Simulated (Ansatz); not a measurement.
# B2H7P: the cost of one run

All numbers are computed with the Python package of Ansatz 0.2.0. Level of theory: B3LYP+D4/def2-SVP.

## 1. Starting point

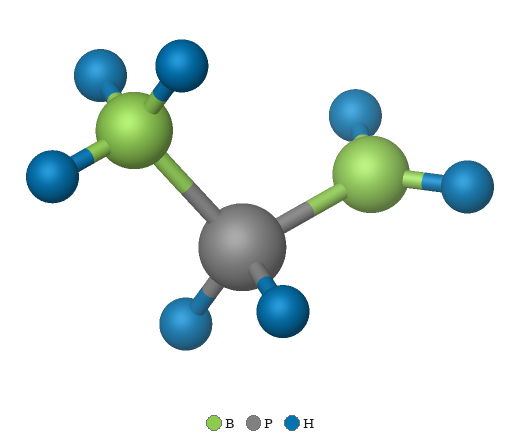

The structure that the script starts from, seen from a chosen angle (boron green, phosphorus grey, hydrogen blue).

The script holds or builds the structure itself.

## 2. Script

File torsion.py:

```python
"""Rigid torsion scan of B2H7P."""

import ansatz as az
from ase import Atoms


def main() -> None:
    atoms = Atoms(["B", "P", "B", "H", "H", "H", "H", "H", "H", "H"], positions=[
        [1.6683, 0.3955, 0.2431],
        [0.1987, -0.4659, -0.5598],
        [-1.4003, 0.0947, 0.2845],
        [2.5171, -0.2432, 0.7589],
        [1.7365, 1.5745, 0.2364],
        [0.1488, -0.1317, -1.9262],
        [0.3382, -1.8596, -0.4205],
        [-1.3629, -0.1957, 1.4391],
        [-2.3295, -0.4438, -0.2302],
        [-1.5148, 1.2752, 0.1747],
    ])

    # start the scan from a relaxed geometry
    first = (
        az.Crystal.molecule_from_ase(atoms).calculation()
        .basis(gaussian="def2-SVP")
        .functional("b3lyp", dispersion="d4")
        .relax(force_tolerance=0.02, max_steps=80)
    )
    atoms.positions = first.run(threads=1).report["positions_ang"]

    start = atoms.get_dihedral(2, 1, 0, 3)
    energies = {}
    for turn in range(0, 360, 30):
        turned = atoms.copy()
        turned.set_dihedral(2, 1, 0, 3, start + turn, indices=[0, 3, 4])
        calc = (
            az.Crystal.molecule_from_ase(turned).calculation()
            .basis(gaussian="def2-SVP")
            .functional("b3lyp", dispersion="d4")
        )
        energies[round((start + turn) % 360)] = calc.run(threads=1).report["free_energy_ev"]
    floor = min(energies.values())
    print("dihedral B2-P1-B0-H3 (deg)   E - E(min) (kJ/mol)")
    for angle, e in sorted(energies.items()):
        print(f"{angle:8d} {96.485332 * (e - floor):14.3f}  " + "#" * int(30 * (e - floor) / max(max(energies.values()) - floor, 1e-9)))


if __name__ == "__main__":
    main()
```

## 3. The calls as engine input

The engine receives this input (first run):

```yaml
crystal:
  periodic: [false, false, false]
  atoms:
    - { symbol: B, position_ang: [1.6683, 0.3955, 0.2431] }
    - { symbol: P, position_ang: [0.1987, -0.4659, -0.5598] }
    - { symbol: B, position_ang: [-1.4003, 0.0947, 0.2845] }
    - { symbol: H, position_ang: [2.5171, -0.2432, 0.7589] }
    - { symbol: H, position_ang: [1.7365, 1.5745, 0.2364] }
    - { symbol: H, position_ang: [0.1488, -0.1317, -1.9262] }
    - { symbol: H, position_ang: [0.3382, -1.8596, -0.4205] }
    - { symbol: H, position_ang: [-1.3629, -0.1957, 1.4391] }
    - { symbol: H, position_ang: [-2.3295, -0.4438, -0.2302] }
    - { symbol: H, position_ang: [-1.5148, 1.2752, 0.1747] }
basis:
  gaussian:
    orbitals: def2-SVP
hamiltonian:
  xc: b3lyp
  dispersion: d4
relax:
  f_tol: 0.02
  max_steps: 80
```

## 4. The run

Launch:

```
> python torsion.py
```

**Question.** How long does this script take on 1 thread of Intel Xeon 6975P-C (Granite Rapids), shared host, and how much memory does it need?

About 24 s, with a peak of 0.23 GiB.
